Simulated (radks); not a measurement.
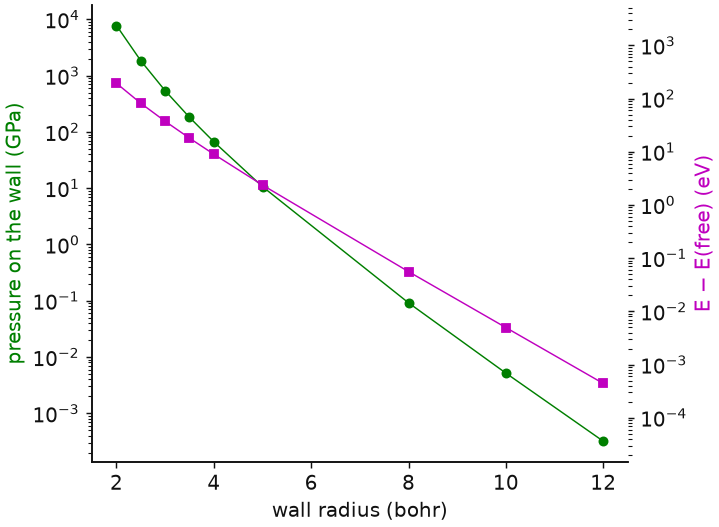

System: a free Si atom, configuration [Ne] 3s2 3p2 (high spin). It is put inside a hard spherical wall of varying radius. Theory: scalar-relativistic Kohn-Sham, r2SCAN, spin-polarised, spherical densities, finite nucleus (computed with the in-house radial solver radks). The plot shows the pressure on the wall (left axis) and the energy above the free species (right axis).

How do pressure and energy grow as the wall closes in?

The pressure grows from 0.00032 GPa at 12 bohr through 67 GPa at 4 bohr to 7800 GPa at 2 bohr, and the energy above the free species from 0.000441 eV through 9.00 eV to 194.1 eV. The pressure is −dE/dV with V = 4πR³/3.
